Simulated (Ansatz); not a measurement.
## GaNH$_{6}$O$_{3}$: geometry relaxation (part 2 of 2)

The same run, continued: GaNH$_{6}$O$_{3}$; RKS PBE-D4/def2-SVP (Ansatz 0.2.0). It belongs to a series of runs on one base structure; here: end point A relaxed.

## Trajectory as extended XYZ, continued
```
11
Properties=species:S:1:pos:R:3:forces:R:3 step=11 energy=-60080.70172
Ga    0.0128    0.0117    0.3000    0.0077  -0.1210  -0.0096
N    -0.0718    0.0519    2.1972    0.0472   0.0004   0.0261
H    -0.8735   -0.4374    2.6097   -0.0178  -0.0108   0.0516
H     0.7749   -0.2941    2.6670   -0.0406   0.0106  -0.0054
O     1.6355   -0.3775   -0.3933    0.0358  -0.0111   0.0024
H     1.6252   -0.2699   -1.3607    0.0126  -0.0043  -0.0456
O    -1.5399   -0.1496   -0.6546   -0.0494  -0.0564   0.0793
H    -1.9527   -1.0187   -0.4886    0.0468   0.0808  -0.0753
O    -0.1569    2.1010    0.5733    0.0252   0.1185  -0.0958
H    -1.0796    2.2887    0.3080   -0.0522   0.0369  -0.0015
H    -0.2130    1.7957    1.5382   -0.0153  -0.0436   0.0740
11
Properties=species:S:1:pos:R:3:forces:R:3 step=12 energy=-60080.70032 accepted=F
Ga    0.0213   -0.0259    0.3190    0.0133   0.2003  -0.1125
N    -0.0596    0.0545    2.2168    0.0648  -0.0562  -0.0049
H    -0.8580   -0.4198    2.6567    0.0272   0.0161  -0.0342
H     0.7915   -0.2753    2.6895   -0.0270   0.0093   0.0098
O     1.6445   -0.3885   -0.4035   -0.0901  -0.0622   0.0974
H     1.6129   -0.3064   -1.3734   -0.0168   0.0241  -0.0136
O    -1.5464   -0.0885   -0.6239   -0.1156  -0.4522   0.0828
H    -1.9200   -0.9946   -0.5894    0.0611   0.2741  -0.1006
O    -0.1876    2.0875    0.5572    0.0552   0.0541   0.1582
H    -1.1187    2.2833    0.3224    0.0542  -0.0874  -0.0272
H    -0.2190    1.7753    1.5247   -0.0264   0.0801  -0.0552
11
Properties=species:S:1:pos:R:3:forces:R:3 step=13 energy=-60080.70823
Ga    0.0137   -0.0004    0.3082   -0.0084  -0.0017  -0.0287
N    -0.0655    0.0510    2.2065   -0.0034   0.0040  -0.0115
H    -0.8671   -0.4304    2.6311    0.0100   0.0087  -0.0001
H     0.7813   -0.2919    2.6761   -0.0013   0.0107   0.0101
O     1.6334   -0.3890   -0.3988   -0.0121  -0.0110  -0.0480
H     1.6181   -0.2784   -1.3678    0.0002  -0.0041   0.0519
O    -1.5504   -0.1329   -0.6342    0.0578   0.0735   0.0649
H    -1.9318   -1.0224   -0.5383   -0.0394  -0.0831  -0.0517
O    -0.1626    2.1068    0.5707   -0.0374  -0.0210   0.0854
H    -1.0865    2.2967    0.3054    0.0230  -0.0069   0.0125
H    -0.2218    1.7923    1.5374    0.0109   0.0310  -0.0849
11
Properties=species:S:1:pos:R:3:forces:R:3 step=14 energy=-60080.71414
Ga    0.0076   -0.0079    0.3177    0.0299   0.0348  -0.0048
N    -0.0589    0.0559    2.2155   -0.0037   0.0060  -0.0187
H    -0.8594   -0.4240    2.6435    0.0095   0.0063   0.0096
H     0.7896   -0.2783    2.6884   -0.0049   0.0009  -0.0015
O     1.6186   -0.4138   -0.4022   -0.0241  -0.0156  -0.0123
H     1.6063   -0.2709   -1.3664    0.0008  -0.0023   0.0197
O    -1.5685   -0.1158   -0.6055   -0.0039  -0.0714   0.0581
H    -1.9044   -1.0313   -0.6075    0.0033   0.0459  -0.0580
O    -0.1641    2.1038    0.5686   -0.0183  -0.0166   0.0387
H    -1.0905    2.2866    0.3077    0.0138  -0.0021   0.0119
H    -0.2155    1.7973    1.5364   -0.0022   0.0140  -0.0428
11
Properties=species:S:1:pos:R:3:forces:R:3 step=15 energy=-60080.71242 accepted=F
Ga    0.0004   -0.0105    0.3305    0.0282   0.0243   0.0044
N    -0.0492    0.0645    2.2276   -0.0030   0.0175  -0.0208
H    -0.8490   -0.4101    2.6628    0.0098   0.0031   0.0029
H     0.8010   -0.2681    2.6982   -0.0014   0.0009  -0.0018
O     1.5973   -0.4453   -0.4062   -0.0311  -0.0095  -0.0179
H     1.5869   -0.2724   -1.3657    0.0053  -0.0016   0.0250
O    -1.5936   -0.1012   -0.5629   -0.2191  -0.8560  -0.0945
H    -1.8582   -1.0472   -0.7086    0.2125   0.8263   0.0816
O    -0.1675    2.1043    0.5691   -0.0017  -0.0118  -0.0047
H    -1.0961    2.2841    0.3145    0.0024   0.0024   0.0026
H    -0.2112    1.8035    1.5370   -0.0018   0.0045   0.0232
11
Properties=species:S:1:pos:R:3:forces:R:3 step=16 energy=-60080.71805
Ga    0.0039   -0.0092    0.3235    0.0025   0.0234   0.0031
N    -0.0542    0.0619    2.2215    0.0002   0.0085  -0.0206
H    -0.8519   -0.4183    2.6540    0.0048   0.0038   0.0068
H     0.7967   -0.2695    2.6917   -0.0009   0.0011   0.0012
O     1.6065   -0.4332   -0.4039   -0.0107  -0.0125  -0.0080
H     1.5984   -0.2709   -1.3648    0.0011  -0.0017   0.0106
O    -1.5803   -0.1114   -0.5858   -0.0047  -0.0739   0.0452
H    -1.8832   -1.0355   -0.6593    0.0097   0.0549  -0.0452
O    -0.1665    2.1022    0.5697   -0.0086  -0.0087   0.0218
H    -1.0931    2.2871    0.3116    0.0042  -0.0011   0.0033
H    -0.2155    1.7984    1.5380    0.0024   0.0062  -0.0183
11
Properties=species:S:1:pos:R:3:forces:R:3 step=17 energy=-60080.72097
Ga    0.0001   -0.0101    0.3289   -0.0032   0.0054   0.0026
N    -0.0499    0.0681    2.2265    0.0075   0.0073  -0.0100
H    -0.8460   -0.4113    2.6631    0.0018   0.0026   0.0025
H     0.8024   -0.2627    2.6944    0.0014   0.0037   0.0037
O     1.5959   -0.4493   -0.4056   -0.0115  -0.0086  -0.0058
H     1.5917   -0.2715   -1.3638    0.0007  -0.0006   0.0088
O    -1.5931   -0.1100   -0.5631   -0.0558  -0.2202  -0.0011
H    -1.8627   -1.0389   -0.7101    0.0591   0.2084  -0.0066
O    -0.1685    2.1008    0.5705   -0.0033   0.0028   0.0030
H    -1.0957    2.2870    0.3158    0.0013  -0.0005   0.0001
H    -0.2135    1.7995    1.5395    0.0019  -0.0003   0.0029
11
Properties=species:S:1:pos:R:3:forces:R:3 step=18 energy=-60080.72535
Ga   -0.0109   -0.0167    0.3374    0.0208   0.0016  -0.0219
N    -0.0440    0.0780    2.2337   -0.0077   0.0009   0.0169
H    -0.8314   -0.4042    2.6827    0.0031   0.0047   0.0002
H     0.8158   -0.2395    2.6970    0.0027  -0.0005   0.0000
O     1.5757   -0.4770   -0.4060   -0.0119  -0.0022  -0.0010
H     1.5809   -0.2693   -1.3581    0.0009  -0.0021   0.0051
O    -1.6105   -0.1154   -0.5395   -0.0359  -0.1044   0.0004
H    -1.8340   -1.0318   -0.7891    0.0291   0.0987  -0.0009
O    -0.1706    2.0967    0.5737   -0.0061  -0.0044  -0.0004
H    -1.0973    2.2878    0.3210    0.0049   0.0001   0.0036
H    -0.2129    1.7929    1.5435    0.0000   0.0077  -0.0020
11
Properties=species:S:1:pos:R:3:forces:R:3 step=19 energy=-60080.72651
Ga   -0.0096   -0.0131    0.3390   -0.0542  -0.0355   0.0169
N    -0.0309    0.0854    2.2370    0.0165   0.0085  -0.0077
H    -0.8309   -0.3731    2.6883   -0.0026  -0.0212  -0.0036
H     0.8213   -0.2593    2.6960   -0.0177   0.0262  -0.0001
O     1.5671   -0.4970   -0.4092    0.0001   0.0165  -0.0085
H     1.5803   -0.2760   -1.3581    0.0029  -0.0014   0.0002
O    -1.6219   -0.1239   -0.5156    0.0438   0.1126   0.0662
H    -1.8057   -1.0232   -0.8328   -0.0176  -0.1048  -0.0586
O    -0.1822    2.0987    0.5749   -0.0036   0.0027  -0.0020
H    -1.1120    2.2853    0.3309   -0.0029   0.0012  -0.0157
H    -0.2148    1.7977    1.5457    0.0353  -0.0049   0.0128
11
Properties=species:S:1:pos:R:3:forces:R:3 step=20 energy=-60080.72628 accepted=F
Ga   -0.0131   -0.0230    0.3465   -0.0442   0.0653  -0.0280
N    -0.0372    0.0916    2.2398    0.0516   0.0158  -0.0167
H    -0.8184   -0.3969    2.6872   -0.0991  -0.0420   0.0517
H     0.8229   -0.2385    2.6909    0.0611   0.0023   0.0419
O     1.5626   -0.5035   -0.4065   -0.0015   0.0059   0.0023
H     1.5734   -0.2848   -1.3559    0.0006   0.0022  -0.0041
O    -1.6250   -0.1277   -0.5079    0.0613   0.2376   0.1215
H    -1.7994   -1.0140   -0.8566   -0.0412  -0.2335  -0.1136
O    -0.1809    2.1038    0.5777    0.0190  -0.0308  -0.0042
H    -1.1111    2.2828    0.3302   -0.0064   0.0043  -0.0008
H    -0.2130    1.8118    1.5507   -0.0013  -0.0269  -0.0501
11
Properties=species:S:1:pos:R:3:forces:R:3 step=21 energy=-60080.72763
Ga   -0.0126   -0.0177    0.3424   -0.0008  -0.0093   0.0013
N    -0.0330    0.0869    2.2391    0.0079   0.0009  -0.0001
H    -0.8294   -0.3786    2.6898   -0.0011  -0.0102   0.0007
H     0.8212   -0.2515    2.6983   -0.0037   0.0167   0.0052
O     1.5652   -0.4953   -0.4091   -0.0094   0.0064   0.0008
H     1.5775   -0.2748   -1.3581   -0.0017   0.0017   0.0026
O    -1.6248   -0.1250   -0.5085   -0.0177  -0.0309   0.0002
H    -1.8030   -1.0212   -0.8456    0.0075   0.0266  -0.0104
O    -0.1805    2.0972    0.5726    0.0061  -0.0011   0.0039
H    -1.1111    2.2837    0.3310    0.0055  -0.0035  -0.0027
H    -0.2085    1.7980    1.5444    0.0075   0.0027  -0.0015
11
Properties=species:S:1:pos:R:3:forces:R:3 step=22 energy=-60080.72918
Ga   -0.0290   -0.0225    0.3543   -0.0114  -0.0640   0.0221
N    -0.0417    0.0885    2.2504    0.0075   0.0458  -0.0234
H    -0.8131   -0.4091    2.7094   -0.0121  -0.0010  -0.0007
H     0.8300   -0.2091    2.7044    0.0045  -0.0020   0.0009
O     1.5351   -0.5168   -0.4152    0.0050   0.0121  -0.0139
H     1.5569   -0.2631   -1.3558    0.0014   0.0011   0.0068
O    -1.6573   -0.1599   -0.4622    0.0191  -0.0284  -0.0149
H    -1.7597   -1.0095   -0.9293    0.0103   0.0698   0.0239
O    -0.1625    2.1003    0.5771   -0.0070  -0.0341  -0.0401
H    -1.0847    2.2986    0.3150   -0.0146   0.0154   0.0170
H    -0.2131    1.8043    1.5481   -0.0027  -0.0147   0.0224
11
Properties=species:S:1:pos:R:3:forces:R:3 step=23 energy=-60080.72835 accepted=F
Ga   -0.0330   -0.0499    0.3626   -0.0002   0.0923  -0.0733
N    -0.0381    0.0991    2.2586   -0.0363   0.0093  -0.0874
H    -0.8042   -0.3986    2.7258   -0.0067  -0.0084   0.0265
H     0.8383   -0.1755    2.7167    0.0175  -0.0268   0.0085
O     1.5266   -0.5367   -0.4252   -0.0177  -0.0089   0.0711
H     1.5523   -0.2549   -1.3570   -0.0174   0.0106  -0.0162
O    -1.6587   -0.1646   -0.4644    0.0520   0.0324   0.0937
H    -1.7522   -0.9889   -0.9719   -0.0047  -0.0418  -0.0332
O    -0.1659    2.0909    0.5788    0.0294  -0.0912   0.0323
H    -1.0860    2.3056    0.3255   -0.0340  -0.0114  -0.0180
H    -0.2184    1.7750    1.5466    0.0181   0.0439  -0.0041
11
Properties=species:S:1:pos:R:3:forces:R:3 step=24 energy=-60080.73049
Ga   -0.0291   -0.0338    0.3570   -0.0046   0.0058   0.0046
N    -0.0387    0.0946    2.2522    0.0060   0.0101  -0.0072
H    -0.8133   -0.3953    2.7148    0.0031   0.0010   0.0018
H     0.8319   -0.2030    2.7084   -0.0026  -0.0067   0.0046
O     1.5339   -0.5228   -0.4178    0.0085  -0.0023   0.0007
H     1.5563   -0.2594   -1.3556   -0.0028   0.0023   0.0036
O    -1.6572   -0.1593   -0.4584   -0.0031  -0.0611  -0.0241
H    -1.7553   -0.9966   -0.9479   -0.0014   0.0609   0.0220
O    -0.1679    2.0899    0.5732    0.0045   0.0011  -0.0106
H    -1.0929    2.2925    0.3242    0.0000  -0.0046   0.0049
H    -0.2069    1.7948    1.5463   -0.0077  -0.0064  -0.0003
11
Properties=species:S:1:pos:R:3:forces:R:3 step=25 energy=-60080.73080
Ga   -0.0344   -0.0423    0.3652    0.0266  -0.0215  -0.0020
N    -0.0297    0.1041    2.2597   -0.0155  -0.0065  -0.0314
H    -0.8064   -0.3794    2.7260    0.0009   0.0016   0.0039
H     0.8396   -0.2101    2.7071    0.0068   0.0112   0.0144
O     1.5291   -0.5310   -0.4127   -0.0281   0.0097  -0.0079
H     1.5543   -0.2560   -1.3473    0.0055  -0.0011   0.0090
O    -1.6727   -0.1887   -0.4221   -0.0202   0.0055  -0.0085
H    -1.7429   -0.9621   -1.0090    0.0163   0.0071   0.0128
O    -0.1725    2.0857    0.5644   -0.0089  -0.0022   0.0231
H    -1.1007    2.2860    0.3250    0.0041  -0.0097  -0.0054
H    -0.2029    1.7954    1.5399    0.0125   0.0062  -0.0080
11
Properties=species:S:1:pos:R:3:forces:R:3 step=26 energy=-60080.73124
Ga   -0.0312   -0.0462    0.3664    0.0100   0.0036   0.0049
N    -0.0323    0.1015    2.2593    0.0071  -0.0032   0.0022
H    -0.8044   -0.3868    2.7276   -0.0017  -0.0020   0.0046
H     0.8400   -0.1936    2.7141   -0.0051   0.0003   0.0026
O     1.5259   -0.5401   -0.4185   -0.0094   0.0028  -0.0020
H     1.5564   -0.2493   -1.3479    0.0023   0.0000   0.0000
O    -1.6736   -0.1795   -0.4164   -0.0018   0.0106   0.0063
H    -1.7426   -0.9475   -1.0097   -0.0009  -0.0115  -0.0099
O    -0.1710    2.0833    0.5656   -0.0061   0.0050  -0.0129
H    -1.1004    2.2660    0.3152    0.0145  -0.0036   0.0138
H    -0.2058    1.7936    1.5407   -0.0089  -0.0020  -0.0097
```

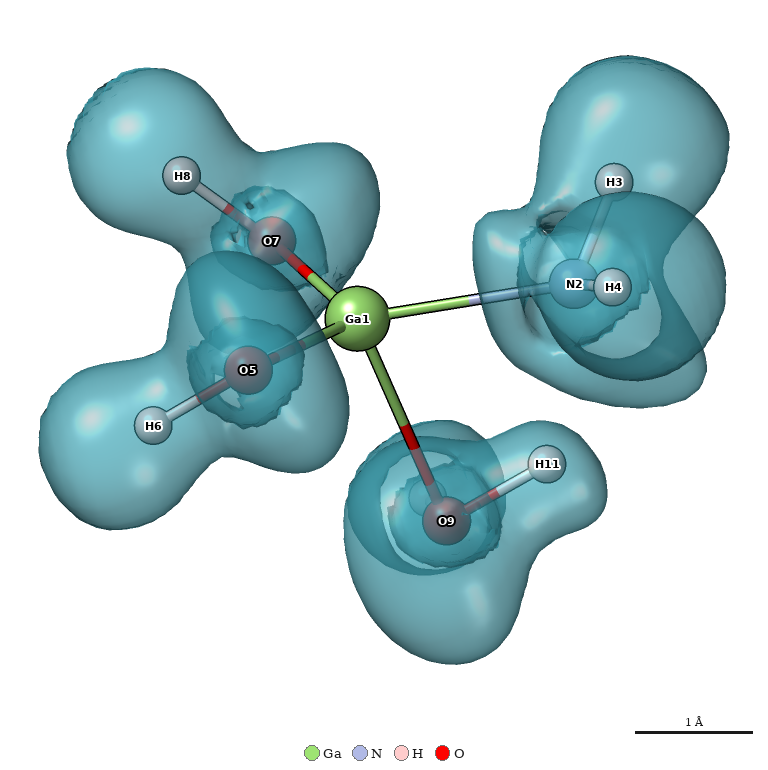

Isosurface of the ELF at 0.75 (cyan), seen from the side. Only the valence region is drawn (cores and ρ < 0.01 e/Å³ removed). Profiles from the grid: Ga–O (1.81 Å): the ELF peaks at about 0.85 in the valence shell of O, 0.6 Å from its nucleus, and is about 0.25 at the midpoint. Ga–N (1.90 Å): the ELF peaks at about 0.90 in the valence shell of N, 0.6 Å from its nucleus, and is about 0.40 at the midpoint.

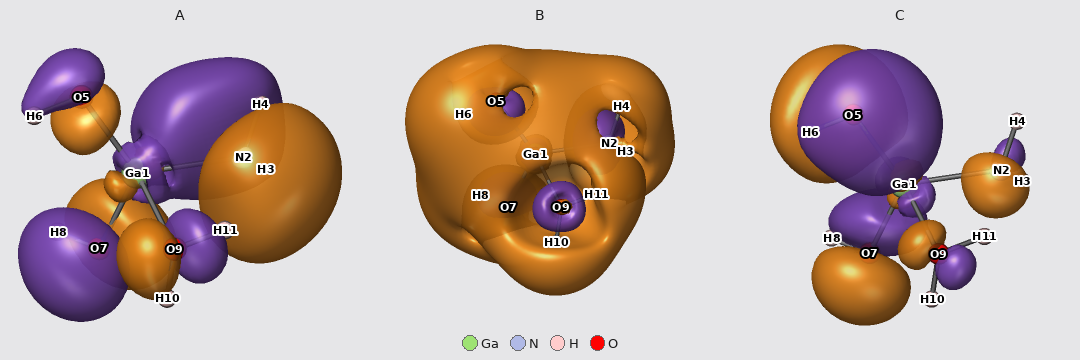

Three frontier orbitals at ±0.05 Å⁻³ᐟ² (orange and purple are the two phases). C is the HOMO−1 (−6.21 eV). A is the HOMO (−5.82 eV). B is the LUMO (−0.78 eV). It lies mainly on Ga1 (35 %), O5 (10 %), O7 (10 %) and N2 (10 %). The HOMO–LUMO gap is 5.04 eV between the orbital energies.

This output came from the following input.

## The input
```yaml
crystal:
  periodic: [false, false, false]
  atoms:
    - { symbol: Ga, position_ang: [0.103432, -0.333339, 0.270256] }
    - { symbol: "N", position_ang: [-0.073498, -0.072267, 2.150522] }
    - { symbol: H, position_ang: [-0.833581, -0.612343, 2.579916] }
    - { symbol: H, position_ang: [0.797957, -0.315931, 2.637228] }
    - { symbol: O, position_ang: [1.751236, -0.452695, -0.429904] }
    - { symbol: H, position_ang: [1.714729, -0.496948, -1.402509] }
    - { symbol: O, position_ang: [-1.314673, -0.544262, -0.833103] }
    - { symbol: H, position_ang: [-2.1283, -0.770928, -0.34607] }
    - { symbol: O, position_ang: [-0.30821, 2.587848, 0.665893] }
    - { symbol: H, position_ang: [-1.265727, 2.630156, 0.480628] }
    - { symbol: H, position_ang: [-0.282565, 2.08231, 1.523343] }
basis:
  gaussian: { orbitals: def2-SVP }
hamiltonian:
  xc: pbe
  dispersion: d4
relax:
  f_tol: 0.03
  max_steps: 50
output:
  orbitals: {}
```

Launch command:
```bash
ansatz run input.yaml --threads 4 --pin off --max-ram 5120MiB --backend cpu --events-out ev --progress --plain --runs-dir out
```

## Key numbers

```json
{"quantity": "outcome", "value": "converged"}
{"quantity": "total energy", "value": "−60080.7313 eV"}
{"quantity": "mean-field energy", "value": "−60080.5236 eV"}
{"quantity": "largest force (length of the vector) at the end", "value": "0.020 eV/Å"}
{"quantity": "hardware", "value": "4 threads of Intel Xeon @ 3.00GHz (Skylake/Cascade Lake), 12 GiB of memory available, shared host"}
{"quantity": "wall time", "value": "28 s (CPU time 99 s)"}
{"quantity": "peak memory", "value": "0.19 GiB"}
```
